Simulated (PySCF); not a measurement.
# C3H7NSi: the cost of one run

Computed with PySCF 2.14.0, with density-fitted response routines of our own, on a single molecule in the gas phase. Atoms are numbered from 0 throughout.

## 1. The starting structure

12 atoms, charge 0, multiplicity 1; geometry from: PBE0-D3(BJ)/def2-SVP.

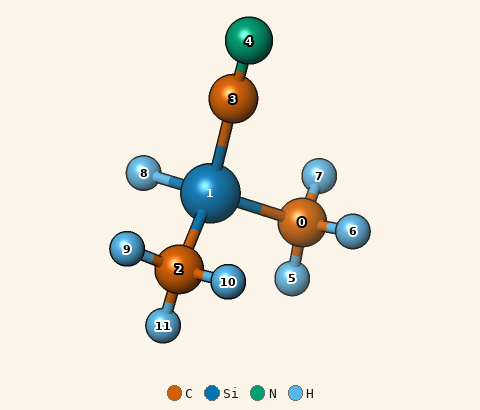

As it starts; carbon orange, silicon blue, nitrogen teal, hydrogen blue, atoms numbered.

## 2. Shielding tensors: HF/pcSseg-2

What the job is given:

```
{"job": {"kind": "nmr", "xc": "HF", "basis": "pcSseg-2", "pop": false}, "charge": 0, "multiplicity": 1}
C      1.661094    -0.157306    -0.084150
Si    -0.129467     0.185602    -0.500122
C     -1.320547    -0.944449     0.393857
C     -0.503607     1.939203     0.033115
N     -0.723476     3.022349     0.385621
H      1.931347    -1.186050    -0.369182
H      1.837670    -0.038054     0.995617
H      2.328945     0.534015    -0.619779
H     -0.358400     0.159419    -1.974126
H     -2.364892    -0.678266     0.173332
H     -1.169976    -0.882092     1.482445
H     -1.157126    -1.988291     0.082893
```

Level: GIAO HF/pcSseg-2 NMR shielding, non-relativistic, gas phase.

Launch:

```
$ OMP_NUM_THREADS=1 python probes_run.py task.json out
```

One launch serves the whole session: the jobs run in the order shown.

Q: Estimate the wall time and peak memory of this first job on 1 thread of Arm Neoverse V1, shared host.

About 20 s, with a peak of 1.1 GiB.
